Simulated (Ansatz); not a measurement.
## Geometry relaxation, with input and output: CH$_{6}$Si

The run: geometry relaxation of CH$_{6}$Si. Method and program: RKS LDA/def2-SVP (Ansatz 0.2.0).

It belongs to a series of runs on one base structure; here: start relaxed. Figures and captions count atoms from 1; the log counts them from 0 in places.

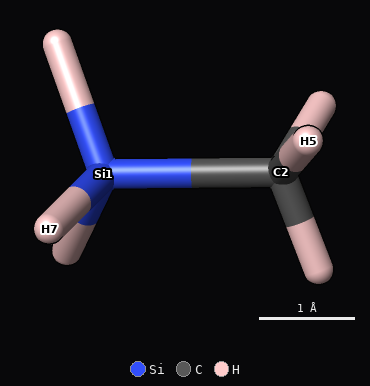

*The starting structure (stick view, seen on its broad side; atoms are numbered from 1 in the order of the input).*

Bond lengths as drawn: C–H 1.11 Å, C–Si 1.87 Å and H–Si 1.46 Å.

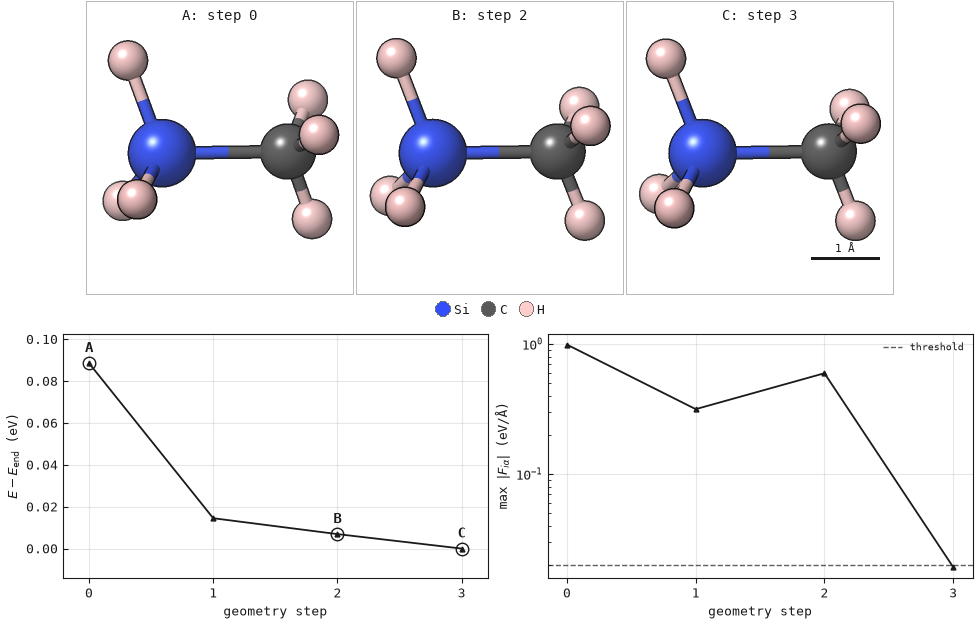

*Frames of the relaxation (ball-and-stick view, seen at a tilt) above the curves, on which the letters mark them (the first geometry is step 0 here and step 1 in the log).*

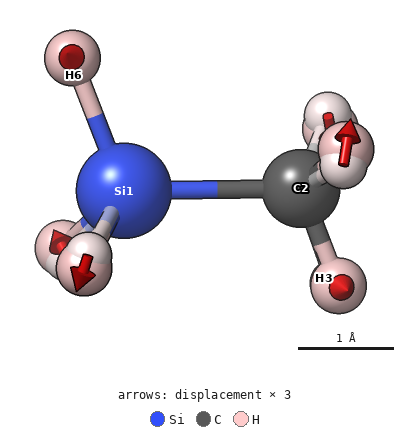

*Start (faint) and end (solid) with the displacements as red arrows, magnified 3 times (ball-and-stick view, seen at a tilt). The two geometries are laid on each other by the best rigid fit.*

The largest moves after the best rigid fit, 0.18 Å, are those of H3, H4 and H5. Largest moves by element: H 0.18 Å, C 0.01 Å, Si 0.01 Å. Among the contacts that change: Si1–H6 1.460 → 1.508 Å. The energy falls by 0.089 eV in 3 geometry steps. Largest force component: 0.99 eV/Å at the start, 0.019 eV/Å at the end. (Atoms are counted from 1 in the order of the input.)

The input that produced these results follows, with the program's output.

Input
```yaml
crystal:
  periodic: [false, false, false]
  atoms:
    - { symbol: Si, position_ang: [0.0, 0.0, 0.0] }
    - { symbol: C, position_ang: [0.0, 0.0, 1.87] }
    - { symbol: H, position_ang: [-0.9996, -0.3092, 2.2405] }
    - { symbol: H, position_ang: [0.7676, -0.7111, 2.2405] }
    - { symbol: H, position_ang: [0.232, 1.0203, 2.2405] }
    - { symbol: H, position_ang: [1.3768, 0.0, -0.4862] }
    - { symbol: H, position_ang: [-0.6877, 1.1914, -0.4862] }
    - { symbol: H, position_ang: [-0.6877, -1.1914, -0.4862] }
basis:
  gaussian: { orbitals: def2-SVP }
hamiltonian:
  xc: lda
relax:
  f_tol: 0.02
  max_steps: 40
```

Run as:
```bash
ansatz run input.yaml --threads 1 --pin off --max-ram 2048MiB --backend cpu --events-out ev --progress --plain --runs-dir out
```

The program's output
```
The last accepted step is kept in [file] (removed where the run ends without a failure and the disk answers)
Engine: ansatz 0.2.0, aarch64-unknown-linux-gnu
Functional definition: SPW92
  exchange = slater_x
  correlation = pw_c
702 factors; their error is unknown
mean field evaluation 1: about -8958.7632 eV, gradient 5.2e1 eV
mean field evaluation 2: about -8948.6001 eV, gradient 7.5e1 eV
mean field evaluation 4: about -8965.7285 eV, gradient 1.4e0 eV
mean field evaluation 8: about -8965.6944 eV, gradient 1.6e-1 eV
mean field -8965.69448613 eV, -329.4831951994 hartree, gradient 2.8e-5 eV, S^2 0.000000; 0 other end points of the search recorded, 0 dependent functions left out
the calculation of the forces begins
reference -8965.69451537 eV, -329.4831962738 hartree; 13, 13 occupied and 49, 49 virtual orbitals, 702 factors
relax step   1: F+E_penalty+E_count = -8965.69448613 eV  Δ(F+E_penalty+E_count) = +0.000e0 eV  max|allowed force component| = 9.877e-1 eV/Å  Δτ_max = 0.0000 Å  (22 SCF iters, accepted)
these checks for a lower state are left out or cut short: starts, cluster_reference, orbital_swaps, neighbouring_geometries, increment
702 factors; their error is unknown
mean field evaluation 16: about -8965.7951 eV, gradient 2.4e0 eV
mean field -8965.76854922 eV, -329.4859169677 hartree, gradient 1.5e-5 eV, S^2 0.000000; 0 other end points of the search recorded, 0 dependent functions left out
the calculation of the forces begins
reference -8965.76857891 eV, -329.4859180589 hartree; 13, 13 occupied and 49, 49 virtual orbitals, 702 factors
relax step   2: F+E_penalty+E_count = -8965.76854922 eV  Δ(F+E_penalty+E_count) = -7.406e-2 eV  max|allowed force component| = 3.154e-1 eV/Å  Δτ_max = 0.0534 Å  (24 SCF iters, accepted)
these checks for a lower state are left out or cut short: starts, cluster_reference, orbital_swaps, neighbouring_geometries, increment
702 factors; their error is unknown
mean field -8965.77613609 eV, -329.4861957799 hartree, gradient 1.7e-5 eV, S^2 0.000000; 0 other end points of the search recorded, 0 dependent functions left out
the calculation of the forces begins
reference -8965.77616571 eV, -329.4861968685 hartree; 13, 13 occupied and 49, 49 virtual orbitals, 702 factors
relax step   3: F+E_penalty+E_count = -8965.77613609 eV  Δ(F+E_penalty+E_count) = -7.587e-3 eV  max|allowed force component| = 5.953e-1 eV/Å  Δτ_max = 0.0999 Å  (24 SCF iters, accepted)
these checks for a lower state are left out or cut short: starts, cluster_reference, orbital_swaps, neighbouring_geometries, increment
702 factors; their error is unknown
mean field evaluation 32: about -8965.7830 eV, gradient 1.3e-1 eV
mean field -8965.78303683 eV, -329.4864493775 hartree, gradient 1.6e-5 eV, S^2 0.000000; 0 other end points of the search recorded, 0 dependent functions left out
the calculation of the forces begins
reference -8965.78306645 eV, -329.4864504661 hartree; 13, 13 occupied and 49, 49 virtual orbitals, 702 factors
relax step   4: F+E_penalty+E_count = -8965.78303683 eV  Δ(F+E_penalty+E_count) = -6.901e-3 eV  max|allowed force component| = 1.929e-2 eV/Å  Δτ_max = 0.0383 Å  (24 SCF iters, accepted)
702 factors; their error is unknown
mean field -8965.78303683 eV, -329.4864493775 hartree, gradient 1.5e-5 eV, S^2 0.000000; 1 other end points of the search recorded, 0 dependent functions left out
the calculation of the forces begins
reference -8965.78306645 eV, -329.4864504661 hartree; 13, 13 occupied and 49, 49 virtual orbitals, 702 factors
Total energy: -8965.78306645 eV, -329.4864504661 hartree
Atom 0 at     0.000299    -0.000003     0.009124 Å, force    -0.000316     0.000044     0.019290 eV/Å
Atom 1 at     0.000067     0.000005     1.880313 Å, force     0.000070    -0.000148    -0.010827 eV/Å
Atom 2 at    -1.028818    -0.132560     2.275018 Å, force    -0.009146     0.002554    -0.001364 eV/Å
Atom 3 at     0.629241    -0.824714     2.275226 Å, force     0.002322    -0.009136    -0.001356 eV/Å
Atom 4 at     0.399638     0.957284     2.275190 Å, force     0.006796     0.006662    -0.001363 eV/Å
Atom 5 at     1.403545     0.132090    -0.527158 Å, force    -0.008296     0.001985    -0.001506 eV/Å
Atom 6 at    -0.815693     1.149111    -0.527395 Å, force     0.002609    -0.008057    -0.001474 eV/Å
Atom 7 at    -0.586879    -1.281213    -0.527418 Å, force     0.005961     0.006094    -0.001399 eV/Å
Dipole moment:    -0.000000     0.000000     0.185298 e Å
```

Trajectory as extended XYZ (Å, eV, eV/Å), 4 frames, from step=1 to step=4
```
8
Properties=species:S:1:pos:R:3:forces:R:3 step=1 energy=-8965.69449
Si    0.0000    0.0000    0.0000    0.0212   0.0000   0.9877
C     0.0000    0.0000    1.8700    0.0004  -0.0002  -0.1343
H    -0.9996   -0.3092    2.2405    0.0524   0.0487   0.1148
H     0.7676   -0.7111    2.2405   -0.0692   0.0218   0.1144
H     0.2320    1.0203    2.2405    0.0160  -0.0703   0.1145
H     1.3768    0.0000   -0.4862    0.8041   0.0236  -0.3941
H    -0.6877    1.1914   -0.4862   -0.4330   0.7029  -0.4015
H    -0.6877   -1.1914   -0.4862   -0.3920  -0.7265  -0.4015
8
Properties=species:S:1:pos:R:3:forces:R:3 step=2 energy=-8965.76855
Si    0.0001    0.0000    0.0071    0.0073   0.0001   0.3154
C     0.0000    0.0000    1.8828    0.0002   0.0000  -0.0913
H    -1.0045   -0.2678    2.2731    0.0155   0.0284   0.0144
H     0.7342   -0.7360    2.2731   -0.0325  -0.0006   0.0144
H     0.2703    1.0038    2.2731    0.0168  -0.0277   0.0144
H     1.3953    0.0307   -0.5254    0.2281   0.0225  -0.0873
H    -0.7237    1.1925   -0.5255   -0.1373   0.1921  -0.0901
H    -0.6704   -1.2233   -0.5255   -0.0981  -0.2147  -0.0901
8
Properties=species:S:1:pos:R:3:forces:R:3 step=3 energy=-8965.77614
Si    0.0004    0.0000    0.0134   -0.0012   0.0002  -0.3319
C     0.0001    0.0000    1.8638   -0.0072   0.0024   0.5953
H    -1.0249   -0.1701    2.2690    0.1277   0.0315  -0.0757
H     0.6597   -0.8024    2.2689   -0.0854   0.0877  -0.0712
H     0.3651    0.9726    2.2690   -0.0344  -0.1217  -0.0732
H     1.4108    0.1050   -0.5170   -0.0547   0.0035  -0.0142
H    -0.7957    1.1689   -0.5171    0.0245  -0.0494  -0.0146
H    -0.6139   -1.2739   -0.5171    0.0306   0.0459  -0.0145
8
Properties=species:S:1:pos:R:3:forces:R:3 step=4 energy=-8965.78304
Si    0.0003    0.0000    0.0091   -0.0003   0.0000   0.0193
C     0.0001    0.0000    1.8803    0.0001  -0.0001  -0.0108
H    -1.0288   -0.1326    2.2750   -0.0091   0.0026  -0.0014
H     0.6292   -0.8247    2.2752    0.0023  -0.0091  -0.0014
H     0.3996    0.9573    2.2752    0.0068   0.0067  -0.0014
H     1.4035    0.1321   -0.5272   -0.0083   0.0020  -0.0015
H    -0.8157    1.1491   -0.5274    0.0026  -0.0081  -0.0015
H    -0.5869   -1.2812   -0.5274    0.0060   0.0061  -0.0014
```

Key numbers

| quantity | value |
| --- | --- |
| outcome | converged |
| total energy | −8965.7831 eV |
| mean-field energy | −8965.7831 eV |
| largest force (length of the vector) at the end | 0.019 eV/Å |
| hardware | 1 thread of Arm Neoverse V2, 24 GiB of memory available, shared host |
| wall time | 3.4 s |
| peak memory | 0.1 GiB |
